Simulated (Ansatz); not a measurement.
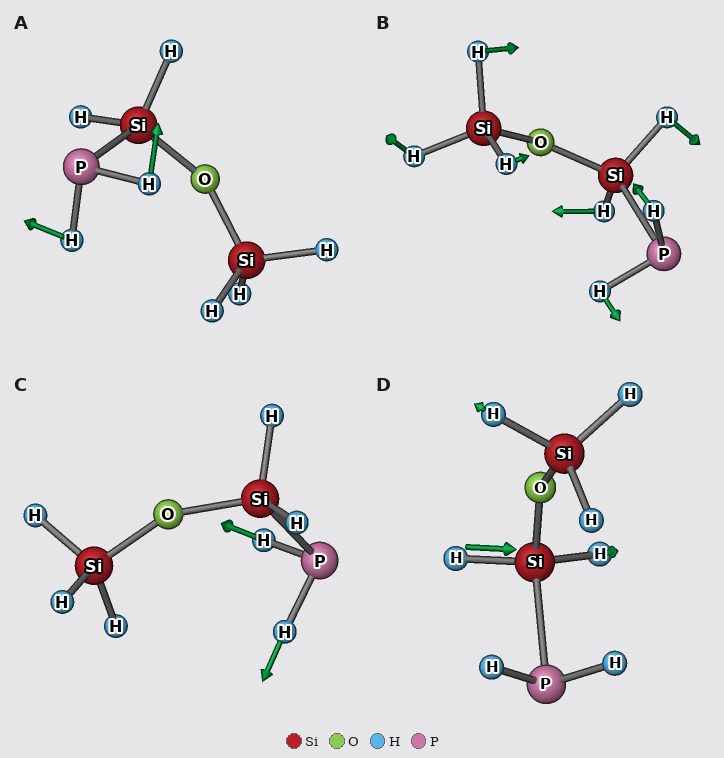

4 normal modes of one molecule or complex, as arrows. Harmonic vibrations computed with RKS PBE0-D4/def2-TZVP (Ansatz 0.2.0) at a stationary point of the same level. It is a saddle point of order 1.

> Match the panels to the wavenumbers 721 cm⁻¹, 1090 cm⁻¹, 2230 cm⁻¹, 2404 cm⁻¹.

A: 1090 cm⁻¹, H–P–H bending
B: 721 cm⁻¹, H–Si–O bending
C: 2404 cm⁻¹, in-phase stretching of 2 P–H bonds
D: 2230 cm⁻¹, Si–H stretching
